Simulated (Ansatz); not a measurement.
FGeH6NP (charge +1)

The calculation's input:

```
basis:
  gaussian:
    orbitals: def2-TZVPD
crystal:
  periodic: [false, false, false]
  atoms:
    - {symbol: F, position_ang: [0.176561, -1.977221, -0.306739]}
    - {symbol: Ge, position_ang: [-0.107950, -0.391638, 0.316075]}
    - {symbol: N, position_ang: [-1.217146, -1.099589, 1.859994]}
    - {symbol: P, position_ang: [1.717173, 0.606506, 1.270782]}
    - {symbol: H, position_ang: [-2.158883, -0.695146, 1.915530]}
    - {symbol: H, position_ang: [-0.773577, -0.967208, 2.776165]}
    - {symbol: H, position_ang: [-1.327610, -2.112235, 1.715684]}
    - {symbol: H, position_ang: [-1.172527, 0.313954, -0.522378]}
    - {symbol: H, position_ang: [2.552021, -0.460181, 0.818737]}
    - {symbol: H, position_ang: [1.912032, 1.417675, 0.112694]}
total_charge: 1
hamiltonian:
  xc: {name: PBE0}
output: {forces: true, orbitals: {seedname: orbitals}}
```

Launched as:

```sh
ansatz run input.yaml --threads 2 --pin off --max-ram 4350MiB --events-out events.jsonl --progress --plain --runs-dir runs
```

Geometry: PBE0-D3(BJ)/def2-SVP.

Theory: Ansatz 0.2.0, isolated molecule in a Gaussian basis; Kohn-Sham density functional theory, functional PBE0.

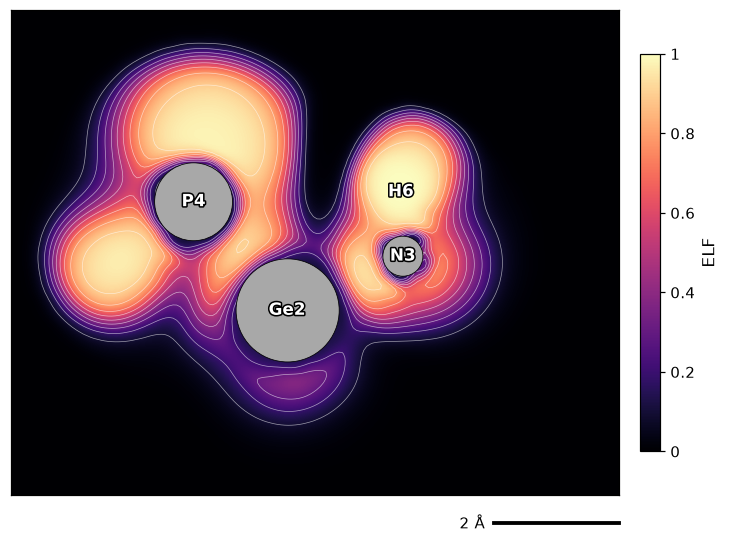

Figure 1. ELF on the plane of atoms N3, Ge2 and P4. Grey discs cover the atomic cores.

Q: Interpret the plot.

A: The plane passes through Ge, N, P and H nuclei. Ge–N (2.03 Å): the ELF peaks at about 0.95 in the valence shell of N, 0.7 Å from its nucleus, and is about 0.55 at the midpoint. Ge–P (2.29 Å): the ELF peaks at about 0.90 between the atoms: a shared electron pair. N–H (1.03 Å): the ELF climbs to about 1 towards the hydrogen, as it does in any bond to H; an ordinary covalent bond to hydrogen. The ELF also peaks beside P4, away from the bonds: lone-pair regions.

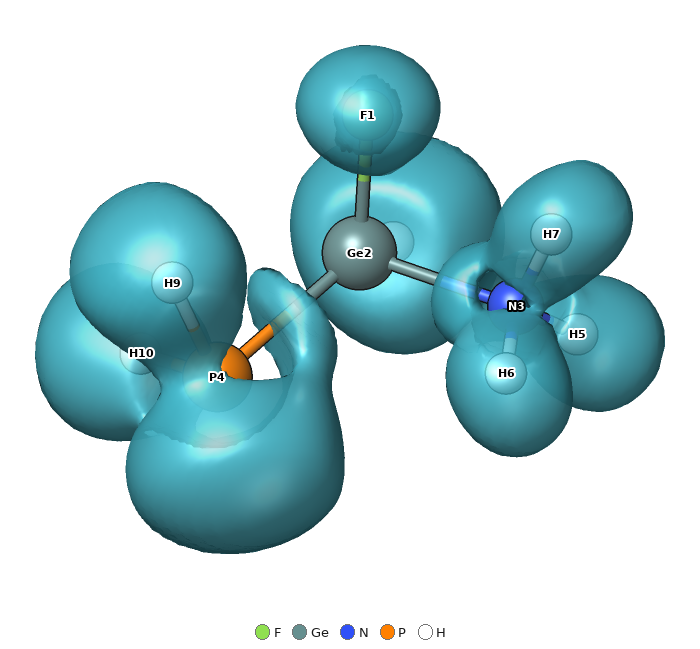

Figure 2. Isosurface of the electron localisation function at 0.75 (cyan), seen at an oblique angle. Only the valence region is drawn (cores and ρ < 0.01 e/Å³ removed).

Q: Describe the localisation domains.

A: The ELF exceeds this value in one region around a hydrogen nucleus, one region wrapped around F (its valence shell), one joined region spread over several atoms (H, N), in which their bonds and any lone pairs are merged and one joined region spread over several atoms (H, P), in which their bonds and any lone pairs are merged.


Ge–F (1.73 Å): the ELF peaks at about 0.80 in the valence shell of F, 0.5 Å from its nucleus, and is about 0.25 at the midpoint.

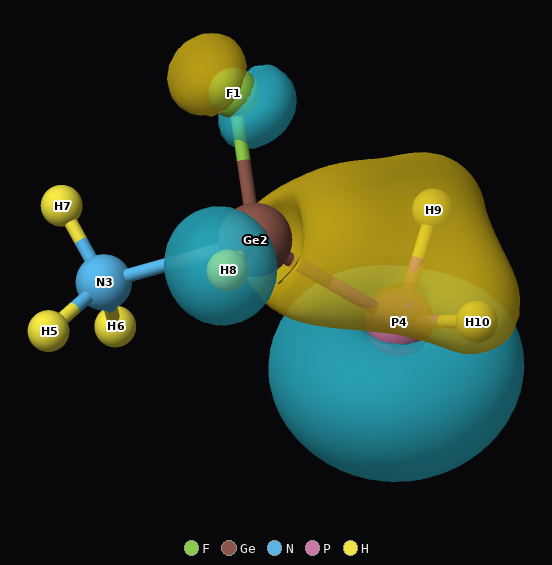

Figure 3. The HOMO at ±0.1 Å⁻³ᐟ² (yellow and cyan are the two phases), seen from one side.

Q: What is the character of this orbital?

A: By Hirshfeld shares it lies mainly on P4 (about 70 %) and Ge2 (about 15 %); largely a lone pair of P4. Its energy is −12.85 eV.

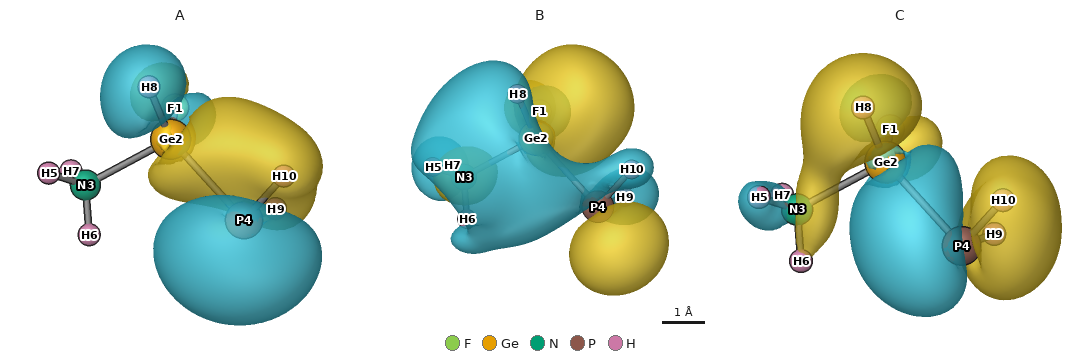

Figure 4. Three frontier orbitals at ±0.06 Å⁻³ᐟ² (yellow and cyan are the two phases), in no order.

Q: Which picture is the HOMO−1, the HOMO and the LUMO?

A: C is the HOMO−1 (−14.45 eV). It lies mainly on P4 (about 40 %), Ge2 (about 20 %), H8 (about 10 %), F1 (about 10 %), H9 (about 10 %) and H10 (about 5 %). A is the HOMO (−12.85 eV). Its weight (Hirshfeld) is mainly on P4 (about 70 %) and Ge2 (about 15 %); largely a lone pair of P4. B is the LUMO (−5.58 eV). It lies mainly on Ge2 (about 45 %), P4 (about 25 %), H8 (about 5 %) and F1 (about 5 %).

Q: What is the HOMO–LUMO gap?

A: 7.27 eV between the orbital energies.
